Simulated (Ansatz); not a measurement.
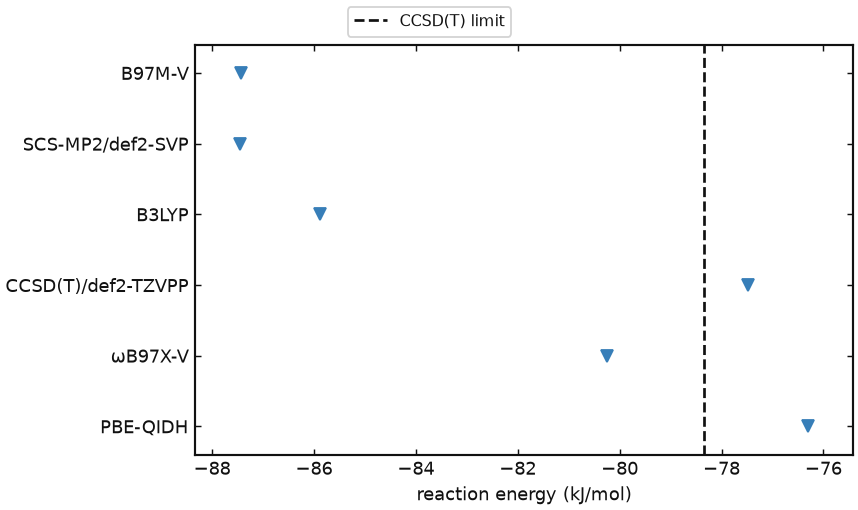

Electronic reaction energy of AlNH₂Br₂ ([NH2][Al]([Br])[Br]) + HF (F) → AlBr₂F ([F][Al]([Br])[Br]) + NH₃ (N) (SMILES in brackets) at several levels (functionals in def2-TZVPP unless a basis is named), isolated molecules at PBE0-D4 triple-zeta geometries, minima by their frequencies, no zero-point or thermal terms, the Ansatz code. The line is frozen-core CCSD(T) at the basis limit (MP2 extrapolated from triple and quadruple zeta, plus CCSD(T) less MP2 in a smaller set). PBE-QIDH holds a correlation term that converges slowly with the basis, so part of the distance to the limit is basis error. No dispersion term is added to B3LYP and PBE-QIDH. The distance of SCS-MP2/def2-SVP and CCSD(T)/def2-TZVPP to the limit includes basis error.

### What range do the values span, the line included?

From −87.4 kJ/mol (SCS-MP2/def2-SVP) to −76.3 kJ/mol (PBE-QIDH).

### What do zero-point energy and temperature add?

Zero-point change 4.4 kJ/mol; at 298.15 K and 1 bar the CCSD(T) limit plus thermal terms gives an enthalpy of reaction of −74.9 and a free energy of −76.9 kJ/mol (harmonic PBE0-D4 modes, ideal gas).

Known limits of this run: no scalar relativity up to krypton; outer-core shells are correlated without core-valence functions, which makes the correlated values less sure.
